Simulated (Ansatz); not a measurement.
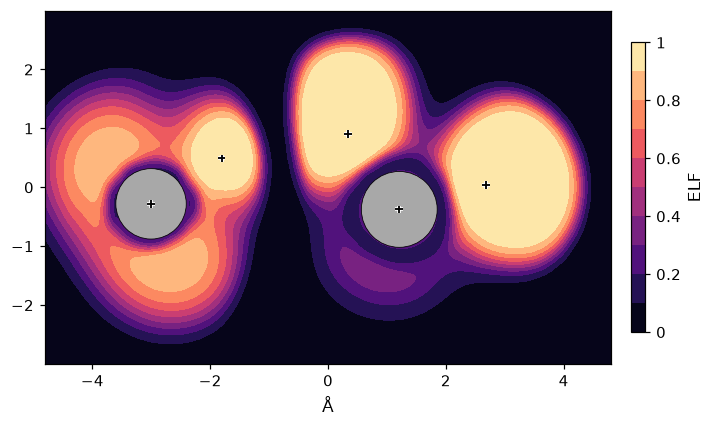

The electron localisation function on a plane through atoms (crosses mark nuclei in the plane; grey discs cover the cores).

All numbers below come from Ansatz 0.2.0, RKS PBE0-D4/def2-TZVPPD.

Candidates:
A. Br···H₃Sb (SMILES [Br-].[SbH3]) (charge −1)
B. H₂S···FH₃Si (SMILES S.[SiH3]F)
C. HBr···GeH₄ (SMILES Br.[GeH4])

Which system is this?

Answer. Candidate C: HBr···GeH₄ on the plane of atoms H6, Ge3 and H7, which holds Br, H and Ge. Ge3···H2 (3.14 Å): the ELF dips to about 0.05 between them; a non-bonded, intermolecular contact. Br–H (1.42 Å): the ELF climbs to about 1 towards the hydrogen, as it does in any bond to H.
